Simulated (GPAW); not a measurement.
# Magnetic state of Fe2 on W4 110 from several starts

A self-consistent run ends on one state, which hangs on the start. Several orders of Fe2 on W4 110 are started in GPAW and their energies compared.

Main program and level: GPAW 26.7.0; PBE; plane waves with GPAW's PAW setups, scalar-relativistic.

### 1. The starting structure

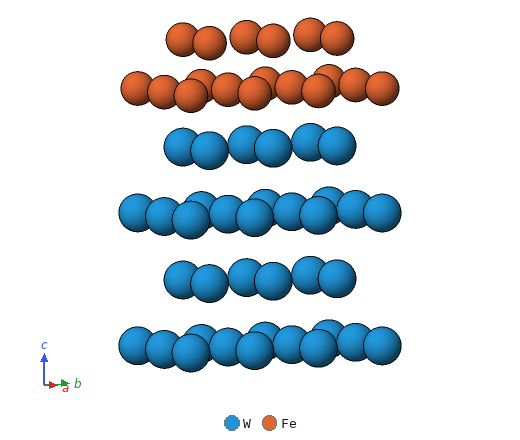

Start, viewed from the side, with the c axis up; tungsten blue, iron orange. 2×3×1 cells are drawn. Some periodic images of atoms are drawn too.

The cell holds 6 atoms: 4 W and 2 Fe. Cell: a = 2.741 Å, b = 2.741 Å, c = 22.331 Å, α = 90.0°, β = 90.0°, γ = 109.5°. ideal sites on the substrate's mesh, layer spacings from atomic volumes, unrelaxed, 12 A of vacuum. Vacuum lies along c.

### 2. Start 1: ferro ++

Parallel moments need no larger cell; this start tests for a ferromagnetic state only.

order1.py reads:

```python
import json
import numpy as np
from ase import Atoms
from ase.parallel import paropen, parprint
from gpaw import GPAW

atoms = Atoms(['W', 'W', 'W', 'W', 'Fe', 'Fe'],
    cell=[[1.5825, -2.237993, 0.0],
         [1.5825, 2.237993, 0.0],
         [0.0, 0.0, 22.3307]],
    scaled_positions=[[0.0, 0.0, 0.268688],
         [0.5, 0.5, 0.368894],
         [0.0, 0.0, 0.4691],
         [0.5, 0.5, 0.569307],
         [0.0, 0.0, 0.65671],
         [0.5, 0.5, 0.731312]],
    pbc=True,
    magmoms=[0.0, 0.0, 0.0, 0.0, 2.6, 2.6])
atoms.calc = GPAW(mode={'name': 'pw', 'ecut': 450},
    xc='PBE',
    kpts={'size': (18, 18, 1), 'gamma': True},
    occupations={'name': 'fermi-dirac', 'width': 0.05},
    convergence={'density': 1e-05, 'energy': 1e-05},
    maxiter=250,
    mixer={'name': 'pulay', 'beta': 0.03, 'nmaxold': 8, 'weight': 100},
    symmetry={'tolerance': 1e-4},
    txt='order1.txt')
e = atoms.get_potential_energy(force_consistent=True)
res = {'free_energy': e, 'energy_sigma0': atoms.get_potential_energy(), 'fermi_energy': atoms.calc.get_fermi_level()}
res['moments'] = atoms.get_magnetic_moments().tolist()
res['total'] = atoms.get_magnetic_moment()
parprint('site moments (muB):', np.round(res['moments'], 3))
parprint(f"total moment: {res['total']:.3f} muB")
parprint(f'free energy: {e:.6f} eV')
atoms.calc.write('order1.gpw')
with paropen('results.json', 'w') as f:
    json.dump(res, f)
```

Command:

```bash
$ OMP_NUM_THREADS=1 mpirun -n 4 gpaw python order1.py > order1.log
```

Numbers of over 12 decimals in the logs are rounded to 6 here.

The program printed:

```text
site moments (muB): [ 1.000e-02  1.000e-03  6.000e-03 -9.200e-02  2.097e+00  2.809e+00]
total moment: 4.914 muB
free energy: -61.436974 eV

--- order1.txt ---
Input parameters:
  mode=PW(ecut=450),
  convergence={'density': 1e-05, 'energy': 1e-05},
  kpts=MonkhorstPack(size=(18, 18, 1), gamma=True),
  maxiter=250,
  mixer=Pulay(name='pulay', nmaxold=8, beta=0.03, weight=100, sigma=0.015, g_ss=None),
  occupations=Occupations(name='fermi-dirac', width=0.05),
  symmetry=Symmetry(tolerance=0.0001),
  xc=XC(name='PBE')

Diagonalizing LCAO Hamiltonian
Converting LCAO to pw mode

           Fe

       Fe

           W

       W

           W

       W

Atoms  # Å, Bohr magnetons
|   | symbol |        x |        y |         z |    initial magnetic moments |
|---|--------|----------|----------|-----------|-----------------------------|
| 0 |      W | 0.000000 | 0.000000 |  5.999991 | ( 0.0000,  0.0000,  0.0000) |
| 1 |      W | 1.582500 | 0.000000 |  8.237661 | ( 0.0000,  0.0000,  0.0000) |
| 2 |      W | 0.000000 | 0.000000 | 10.475331 | ( 0.0000,  0.0000,  0.0000) |
| 3 |      W | 1.582500 | 0.000000 | 12.713024 | ( 0.0000,  0.0000,  0.0000) |
| 4 |     Fe | 0.000000 | 0.000000 | 14.664794 | ( 0.0000,  0.0000,  2.6000) |
| 5 |     Fe | 1.582500 | 0.000000 | 16.330709 | ( 0.0000,  0.0000,  2.6000) |

Unit cell  # Å
| periodic |        x |         y |         z |   lengths |     angles |
|----------|----------|-----------|-----------|-----------|------------|
|      yes | 1.582500 | -2.237993 |  0.000000 |  2.740970 |  90.000000 |
|      yes | 1.582500 |  2.237993 |  0.000000 |  2.740970 |  90.000000 |
|      yes | 0.000000 |  0.000000 | 22.330700 | 22.330700 | 109.471222 |

Number of symmetries: 4

BZ-sampling:
  Number of BZ points: 324
  Number of IBZ points: 91

  Monkhorst-Pack size: [18, 18, 1]
  Monkhorst-Pack shift: [0.027778, 0.027778, 0.0]

K-points  # in reciprocal-cell coordinates
|     |                                coordinates |     weight |
|-----|--------------------------------------------|------------|
|   0 | ( -0.00000000,  -0.00000000,   0.00000000) | 0.00308642 |
|   1 | (  0.05555556,  -0.05555556,   0.00000000) | 0.00617284 |
|   2 | (  0.05555556,  -0.00000000,   0.00000000) | 0.01234568 |
|   3 | (  0.05555556,   0.05555556,   0.00000000) | 0.00617284 |
|   4 | (  0.11111111,  -0.11111111,   0.00000000) | 0.00617284 |
|   5 | (  0.11111111,  -0.05555556,   0.00000000) | 0.01234568 |
|   6 | (  0.11111111,  -0.00000000,   0.00000000) | 0.01234568 |
|   7 | (  0.11111111,   0.05555556,   0.00000000) | 0.01234568 |
|   8 | (  0.11111111,   0.11111111,   0.00000000) | 0.00617284 |
|   9 | (  0.16666667,  -0.16666667,   0.00000000) | 0.00617284 |
| ... |                                            |            |
|  90 | (  0.50000000,   0.50000000,   0.00000000) | 0.00308642 |

Plane wave coefficients: 3478
Cutoff: 450.000000 eV

Spin-components: 2 (collinear spins)
Bands:           51
Projectors:      36
Spin-degeneracy: 1
Datatype:        complex128

Parallelization:
  kpt:    4
  domain: 1
  band:   1

Density:
  Valence electrons: 72.0
  Components: 2
  Grid points: [ 14  14 112]
  Charge: 0.0  # |e|

Potential:
  Grid points: [ 14  14 112]

species:
  W:
    name:    Tungsten
    Z:       74.0
    valence: 14
    core:    60
    charge:  0.0  # [|e|]
    compensation charges:
      type: gauss
      rc: 0.40  # [Å]
      lmax: 2
    cutoffs:
      filter: 2.36  # [Å]
      core: 3.02  # [Å]
    projectors
    | kind |    occ | energy [eV] | rcut [Å] |
    |------|--------|-------------|----------|
    |   5s |  2.000 |     -78.830 |    1.344 |
    |   6s |  2.000 |      -5.697 |    1.344 |
    |   5p |  6.000 |     -43.233 |    1.355 |
    |   6p |  0.000 |      -1.367 |    1.355 |
    |   5d |  4.000 |      -4.494 |    1.228 |
    |    d |        |      22.717 |    1.228 |

    Using partial waves for W as LCAO basis

  Fe:
    name:    Iron
    Z:       26.0
    valence: 8
    core:    18
    charge:  0.0  # [|e|]
    compensation charges:
      type: gauss
      rc: 0.33  # [Å]
      lmax: 2
    cutoffs:
      filter: 2.06  # [Å]
      core: 2.67  # [Å]
    projectors
    | kind |    occ | energy [eV] | rcut [Å] |
    |------|--------|-------------|----------|
    |   4s |  2.000 |      -5.291 |    1.164 |
    |   4p |  0.000 |      -1.326 |    1.058 |
    |   3d |  6.000 |      -7.505 |    1.058 |
    |    s |        |      21.920 |    1.164 |
    |    p |        |      25.885 |    1.058 |
    |    d |        |      19.706 |    1.058 |

    Using partial waves for Fe as LCAO basis

Reference energy: -1824325.595820  # eV

eigensolver:
  PPCG
  Converge bands: occupied
  niter=2

density mixing:
  Pulay-Mixer
  Linear mixing parameters: 0.03
  Old densities: 8
  Fourier metric: weight=100, sigma=0.015

occupation numbers:
  Fermi-Dirac:
    width: 0.0500  # eV

poisson solver:
  ecut: 3600.000000  # eV

xc functional:
  name: PBE with 2 nearest neighbor stencil

convergence criteria:
- Maximum integral of absolute [dens]ity change: 1e-05 electrons / valence electron
- Maximum [total energy] change in last 3 cyles: 1e-05 eV / valence electron
- Maximum integral of absolute [eigenst]ate change: 4e-08 eV^2 / valence electron
maximum number of iterations: 250

SCF iterations
|iter     |      energy | eigst |  dens |  magmom |
|---------|-------------|-------|-------|---------|
|iter:   1|       0s |  -65.489794 | +0.16 |       |  +5.2070|
|iter:   2|      13s |  -79.784879 | -0.75 | -0.88 |  +5.1529|
|iter:   3|      26s |  -62.821927 | -1.22 | -0.59 |  +5.1369|
|iter:   4|      39s |  -62.539905 | -2.62 | -1.10 |  +5.1236|
|iter:   5|      52s |  -62.057769 | -2.19 | -1.12 |  +5.0943|
|iter:   6|      65s |  -61.635252 | -1.88 | -1.18 |  +5.0574|
|iter:   7|      78s |  -61.385580 | -1.62 | -1.28 |  +5.0037|
|iter:   8|      91s |  -61.363819 | -2.45 | -1.44 |  +4.9748|
|iter:   9|     103s |  -61.354029 | -2.27 | -1.50 |  +4.9371|
|iter:  10|     116s |  -61.344405 | -2.64 | -1.69 |  +4.9383|
[... 29 iterations left out ...]
|iter:  40|     464s |  -61.418574c| -7.72c| -4.39 |  +4.9135|
|iter:  41|     470s |  -61.418574c| -8.05c| -4.54 |  +4.9135|
|iter:  42|     476s |  -61.418574c| -7.71c| -4.60 |  +4.9134|
|iter:  43|     482s |  -61.418574c| -8.06c| -4.75 |  +4.9134|
|iter:  44|     487s |  -61.418574c| -8.24c| -4.81 |  +4.9135|
|iter:  45|     493s |  -61.418574c| -8.64c| -4.86 |  +4.9136|
|iter:  46|     499s |  -61.418574c| -8.82c| -4.88 |  +4.9136|
|iter:  47|     505s |  -61.418574c| -8.64c| -4.89 |  +4.9137|
|iter:  48|     511s |  -61.418574c| -8.82c| -4.99 |  +4.9138|
|iter:  49|     517s |  -61.418574c| -9.22c| -5.14c|  +4.9138|

Converged in 49 steps
Energy contributions relative to reference atoms: (reference = -1824325.595820)

Energy contributions:
  Kinetic:          34.009775
  Coulomb:         -38.718785
  Zero:              0.227829
  External:          0.000000
  Xc:              -56.918993
  Entropy:          -0.036800
  Spinorbit:         0.000000
  ----------------------------
  Free energy:     -61.436974
  Extrapolated:    -61.418574

dipole moment: (-31.365853, -0.000000, 0.074979)  # |e|*Ang

Total magnetic moment: (0.000000, 0.000000, 4.913805)

Local magnetic moments
|        x |        y |         z |
|----------|----------|-----------|
| 0.000000 | 0.000000 |  0.010221 |  # W    0
| 0.000000 | 0.000000 |  0.001348 |  # W    1
| 0.000000 | 0.000000 |  0.005914 |  # W    2
| 0.000000 | 0.000000 | -0.092476 |  # W    3
| 0.000000 | 0.000000 |  2.096620 |  # Fe   4
| 0.000000 | 0.000000 |  2.809026 |  # Fe   5

Fermi level: 5.408
Eigenvalues  # (at kpt = [-0.000, -0.000, 0.000])
| band index |      eig [eV] | occ [0-1] |      eig [eV] | occ [0-1] |
|------------|---------------|-----------|---------------|-----------|
|          0 |       -68.571 |     1.000 |       -68.570 |     1.000 |
|        ... |               |           |               |           |
|         29 |         3.497 |     1.000 |         4.273 |     1.000 |
|         30 |         3.640 |     1.000 |         4.283 |     1.000 |
|         31 |         3.685 |     1.000 |         4.853 |     1.000 |
|         32 |         3.851 |     1.000 |         4.952 |     1.000 |
|         33 |         3.966 |     1.000 |         5.173 |     0.991 |
|         34 |         4.047 |     1.000 |         5.626 |     0.013 |
|         35 |         4.084 |     1.000 |         5.637 |     0.010 |
|         36 |         4.354 |     1.000 |         6.080 |     0.000 |
|         37 |         4.362 |     1.000 |         6.182 |     0.000 |
|         38 |         4.596 |     1.000 |         6.472 |     0.000 |
|         39 |         4.962 |     1.000 |         6.569 |     0.000 |
|         40 |         5.586 |     0.028 |         6.694 |     0.000 |
|         41 |         6.510 |     0.000 |         7.158 |     0.000 |
|         42 |         6.844 |     0.000 |         7.175 |     0.000 |
|         43 |         7.154 |     0.000 |         7.295 |     0.000 |
|         44 |         7.331 |     0.000 |         7.382 |     0.000 |
|        ... |               |           |               |           |
|         50 |         8.581 |     0.000 |         8.767 |     0.000 |

No gap
No difference between direct/indirect transitions
```

Wall time 9 min (4 MPI ranks of Arm Neoverse V1, shared host); peak memory 1.4 GiB.

Spin moment in the augmentation sphere by atom:

```tsv
atom	spin moment in the augmentation sphere (μB)
W1	0.01
W2	0.00
W3	0.01
W4	-0.09
Fe5	2.10
Fe6	2.81
```

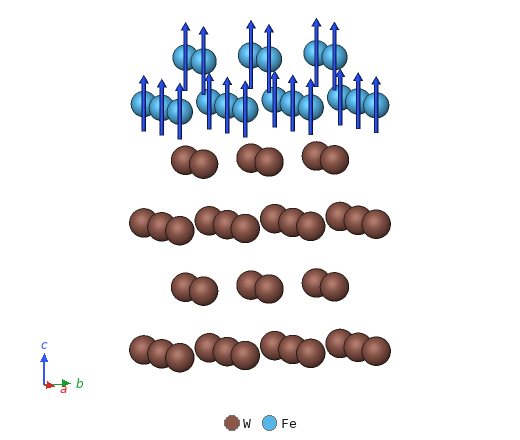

Spin moment in the augmentation sphere as arrows, the longest 2.81 μB. Up and down stand for the sign. Arrows give size and sign along the axis of quantisation, drawn up and down the page. 2×3×1 cells are drawn. Some periodic images of atoms are drawn too.

This step gave:

```yaml
magnetization: 4.914 μB
final_state: ferromagnetic
```

After 49 cycles the largest moment stands at 2.81 μB.

(Part 1 of 2 ends here.)

[Logs and program files are shortened in this print: banners, set-up blocks, solver, clock and traceback lines can be left out without a mark of their own.]

[Logs are printed without paths, hosts, clocks, repeated set-up lines and the standing remarks that a program may print on its own settings, such as how far it seeks lower states.]

[Hosts, paths, dates, database ids (printed as entryN), source tags and the programs' standing remarks are cut or masked in the printed files.]

[Where a cell is said to come from a database of computed structures, the database is the Materials Project.]
